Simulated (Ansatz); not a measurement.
**BSiNH (quartet): the correlation ladder, def2-QZVPP**

How much of the correlation energy of BSiNH (quartet) does each wave-function method recover here?

Program: Ansatz 0.2.0, Gaussian basis. Level of theory: def2-QZVPP, core rule «outside noble gas», up to 7 orbitals frozen. These are calculated values, not measurements.

Plan: UHF; ROHF; CCSD(T) on UHF.

5 further runs of the same task are left out: 1 that didn't finish, 4 set aside as unsound or not needed. Runs told in other sessions of the task aren't counted.

## Step 1: What is computed

The geometry is a PBE0/def2-TZVP stationary point (not a proven minimum).

4 atoms, charge 0, spin multiplicity 4.

Atoms are counted from 1 here; the program's logs count them from 0.

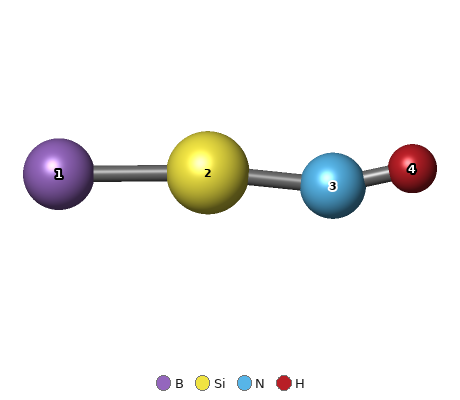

The structure; boron purple, silicon yellow, nitrogen blue, hydrogen red; atoms are numbered from 1 in the order of the file.

In the tables R marks a restricted open-shell determinant and U an unrestricted one; energies count from the table's Hartree-Fock row.

## Step 2: UHF

Contents of in.yaml:

```yaml
crystal:
  periodic: [false, false, false]
  atoms:
    - {symbol: B, position_ang: [0.000000, -0.062553, 2.375794]}
    - {symbol: Si, position_ang: [0.000010, 0.013734, 0.552939]}
    - {symbol: N, position_ang: [0.000006, -0.096050, -0.981036]}
    - {symbol: H, position_ang: [-0.000016, 0.144869, -1.947698]}
basis:
  gaussian: {orbitals: "def2-QZVPP.json"}
magnetization: {spin_polarized: true, initial_magnetization: 3}
hamiltonian: {xc: hf}
output: {orbitals: {seedname: orbitals}}
```

Launch:

```bash
$ ansatz run in.yaml --threads 1 --pin off --events-out ev --progress --plain --max-ram 2393MiB
```

The log of the run:

```text
Functional definition: HF
  name "HF"
  cite "Fock, Z. Phys. 61, 126 (1930) doi:10.1007/BF01340294"
  parent pbe
  exchange = exact_x
  correlation = 0
949 factors; their error is unknown
mean field evaluation 1: about -10021.6966 eV, gradient 3.2e1 eV
mean field evaluation 2: about -10022.9667 eV, gradient 3.1e1 eV
mean field evaluation 4: about -10028.0331 eV, gradient 2.0e0 eV
mean field evaluation 8: about -10028.1683 eV, gradient 2.3e-1 eV
mean field evaluation 16: about -10024.9386 eV, gradient 5.2e0 eV
mean field evaluation 32: about -10026.3614 eV, gradient 3.5e0 eV
mean field evaluation 64: about -10028.1683 eV, gradient 2.3e-1 eV
mean field -10028.20631702 eV, -368.5297847883 hartree, gradient 1.2e-5 eV, S^2 3.774243; 1 other end points of the search recorded, 0 dependent functions left out
reference -10028.20631702 eV, -368.5297847883 hartree; 15, 12 occupied and 199, 202 virtual orbitals, 949 factors
Total energy: -10028.20631702 eV, -368.5297847883 hartree
```

Run time: 12 s. Hardware: 1 thread of Arm Neoverse V2, shared host; peak memory 0.41 GiB.

From the report: ⟨S²⟩ of the determinant 3.774 (pure quartet: 3.75).

## Step 3: ROHF

Edit in.yaml of step 2 so:

```diff
@@ -9,3 +9,3 @@
   gaussian: {orbitals: "def2-QZVPP.json"}
-magnetization: {spin_polarized: true, initial_magnetization: 3}
+magnetization: {spin_polarized: false, initial_magnetization: 3}
 hamiltonian: {xc: hf}
```

Launched as before.

The log of the run:

```text
Functional definition: HF
  name "HF"
  cite "Fock, Z. Phys. 61, 126 (1930) doi:10.1007/BF01340294"
  parent pbe
  exchange = exact_x
  correlation = 0
949 factors; their error is unknown
mean field evaluation 1: about -10021.7444 eV, gradient 4.2e1 eV
mean field evaluation 2: about -10005.3931 eV, gradient 7.1e1 eV
mean field evaluation 4: about -10027.8008 eV, gradient 5.9e0 eV
mean field evaluation 8: about -10028.1020 eV, gradient 1.5e-1 eV
mean field evaluation 16: about -9960.6775 eV, gradient 1.3e2 eV
mean field evaluation 32: about -10024.5129 eV, gradient 1.3e0 eV
mean field evaluation 64: about -10028.0938 eV, gradient 7.7e-1 eV
mean field -10028.13826164 eV, -368.5272837989 hartree, gradient 1.8e-5 eV, S^2 3.750000; 2 other end points of the search recorded, 0 dependent functions left out
reference -10028.13826164 eV, -368.5272837989 hartree; 15, 12 occupied and 199, 202 virtual orbitals, 949 factors
Total energy: -10028.13826164 eV, -368.5272837989 hartree
```

Wall time 12 s (1 thread of Arm Neoverse V2, shared host); peak memory 0.39 GiB.

## Step 4: CCSD(T) on UHF

Edit in.yaml of step 3 so:

```diff
@@ -9,4 +9,3 @@
   gaussian: {orbitals: "def2-QZVPP.json"}
-magnetization: {spin_polarized: false, initial_magnetization: 3}
-hamiltonian: {xc: hf}
-output: {orbitals: {seedname: orbitals}}
+magnetization: {spin_polarized: true, initial_magnetization: 3}
+correlation: {method: ccsd_t, electrons: outside_noble_gas}
```

Launch:

```bash
$ ansatz run in.yaml --threads 4 --pin off --events-out ev --progress --plain --max-ram 9574MiB
```

The log of the run, shortened:

```text
Functional definition: HF
  name "HF"
  cite "Fock, Z. Phys. 61, 126 (1930) doi:10.1007/BF01340294"
  parent pbe
[...]
1292 factors; integrals over basis functions are off by at most 1.0e-3 eV
[...]
mean field -10028.20652341 eV, -368.5297923728 hartree, gradient 1.9e-6 eV, S^2 3.774242; 3 other end points of the search recorded, 0 dependent functions left out
determinant -10028.20652341 eV, -368.5297923728 hartree, with singles and doubles -10038.89529995 eV, -368.9225976654 hartree
determinant -10025.42407341 eV, -368.4275392215 hartree, with singles and doubles -10035.75255183 eV, -368.8071038023 hartree
determinant -10025.08404448 eV, -368.4150433885 hartree, with singles and doubles -10035.31055058 eV, -368.7908605559 hartree
determinant -10024.79929899 eV, -368.4045791848 hartree, with singles and doubles -10035.05525755 eV, -368.7814787104 hartree
7 core orbitals not correlated: weight in the atoms' cores, before any rotation towards them, 1.000 or more for the frozen orbitals, at most 0.000 for the correlated occupied ones
reference -10028.20652341 eV, -368.5297923728 hartree; 8, 5 occupied and 199, 202 virtual orbitals, 1292 factors
second order -10.10249341 eV of doubles, -0.00000000 eV of singles
cycle   1  -10.46391482 eV  change   -8.7e-1 eV  update   2.4e-2
[...]
cycle  11  -10.50797134 eV  change   -1.2e-6 eV  update   6.5e-6
perturbative correction -0.59244624 eV, -0.0217719976 hartree
Total energy: -10039.30694098 eV, -368.9377251945 hartree
```

Run time: 91 s. Hardware: 4 threads of Arm Neoverse V2, shared host; peak memory 7.4 GiB.

From the report: ⟨S²⟩ of the determinant 3.774 (pure quartet: 3.75); correlation -11.1004 eV; T1 0.025; largest double amplitude 0.04.

## Step 5: All levels against the top one

No level here is safe as a reference; UCCSD(T) serves as a yardstick only. Rows without a time are mean-field rows or come out of runs for another level: lower rungs of the coupled-cluster runs, or the Hartree-Fock search.

Differences are taken before rounding.

```csv
method,energy from the lowest ROHF (kcal/mol),from UCCSD(T) (kcal/mol),time
ROHF,0.00,+257.56,
UHF,-1.57,+255.98,
UMP2,-234.54,+23.01,
UCCSD,-243.89,+13.66,
UCCSD(T),-257.56,0,91 s
```

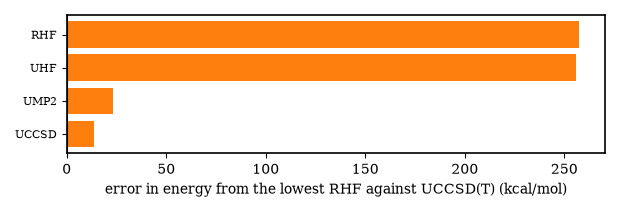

How far each level lands from UCCSD(T).

## Step 6: Summary of results

| quantity | value |
| --- | --- |
| UCCSD(T) from the ROHF energy | -11.1687 eV |
| UMP2 from UCCSD(T) | +23.01 kcal/mol |
